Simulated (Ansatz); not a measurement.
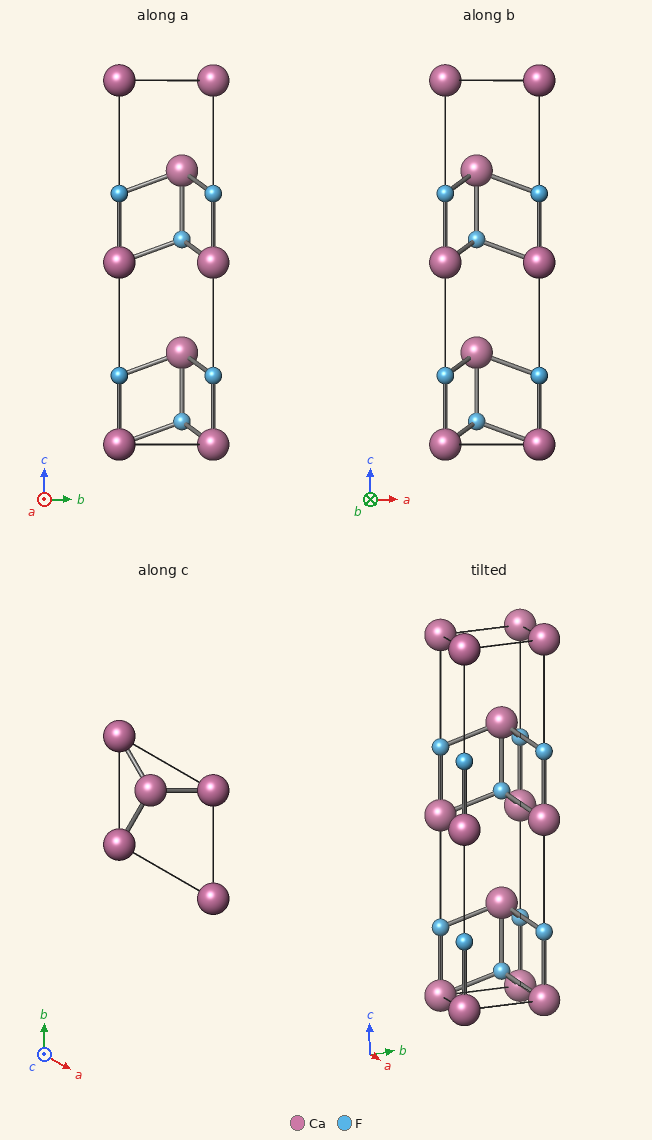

Ball-and-stick drawing of the structure, looking along the a axis, along the b axis, along the c axis and slightly off an axis. One unit cell is outlined, and atoms on its boundary appear in each equivalent place.

Lattice parameters: a = 3.852 Å, b = 3.851 Å, c = 12.932 Å, α = 90.02°, β = 90.02°, γ = 120.00°. Put a along x and b in the xy plane.

**Put the structure into a POSCAR file, with free fractional coordinates to two decimals.**

```
Ca F
1.0
     3.852    0.000    0.000
    -1.926    3.335    0.000
    -0.004   -0.008   12.932
Ca F
4 4
Direct
  0.00 0.00 0.00
  0.00 0.00 0.50
  0.33 0.67 0.75
  0.33 0.67 0.25
  0.00 0.00 0.69
  0.00 0.00 0.19
  0.33 0.67 0.06
  0.33 0.67 0.56
```

Provenance: a structure type filled with these elements by a generator (whether the compound takes this form wasn't checked). The final geometry of a relaxation with DFT PBE, scalar-relativistic, plane waves, PAW (Ansatz 0.2.0) is shown.
